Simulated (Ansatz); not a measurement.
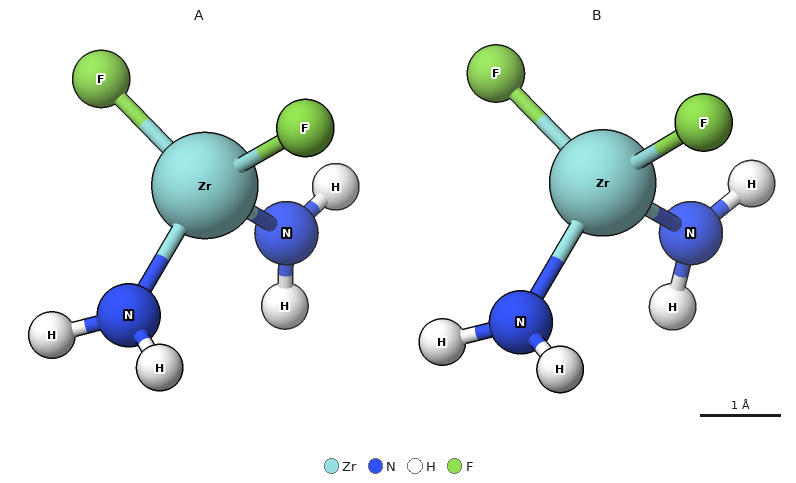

Two geometries of ZrN2H4F2, drawn at one scale. One is the start of a relaxation, the other its converged end. The picture is a ball-and-stick view, seen from a free direction.

Theory: RHF/def2-SVP in Ansatz 0.2.0. Settings: no spin polarisation; force threshold 0.02 eV/Å; at most 40 steps.

**Which one is relaxed?**

Structure A is the relaxed one. The run prepares the start of a later molecular dynamics calculation, from a guessed geometry. Over 5 accepted moves (6 points after the start) the energy falls by 110.7 kJ/mol. Largest force component: 2.5 eV/Å at the start, 0.0094 eV/Å at the end. The line search rejected the trial step at point 4 of the run. The largest moves after the best rigid fit, 0.23 Å, are those of H atoms. By element the largest moves are H 0.23 Å, N 0.16 Å, F 0.09 Å, Zr 0.03 Å. Near-neighbour distances that change, for instance: N–Zr 2.210 → 2.037 Å, H–N 1.060 → 1.005 Å, F–Zr 1.979 → 1.926 Å. Bond angles that change, for instance: H–N–H 120.0° → 108.0°, Zr–N–H 120.0° → 126.7°, Zr–N–H 120.0° → 125.9°.

Limits of the set-up: Hartree-Fock leaves out electron correlation.
